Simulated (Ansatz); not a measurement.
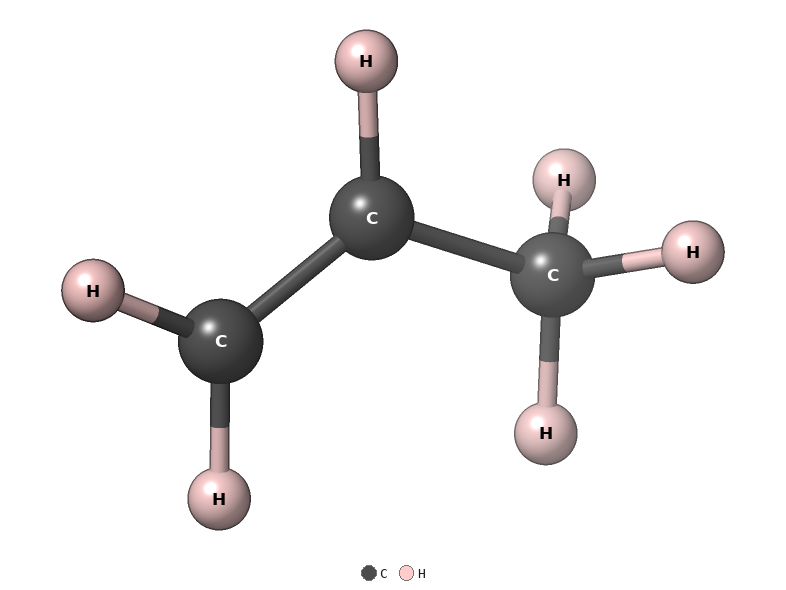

Distant atoms are faded towards the background colour. Computed geometry: PBE0-D4/def2-TZVP optimisation.

Q: Which symmetry elements does this geometry have?

A: It has 1 mirror plane, so the point group is Cs. The group has 2 operations. The geometry is achiral, and symmetry allows a dipole moment.
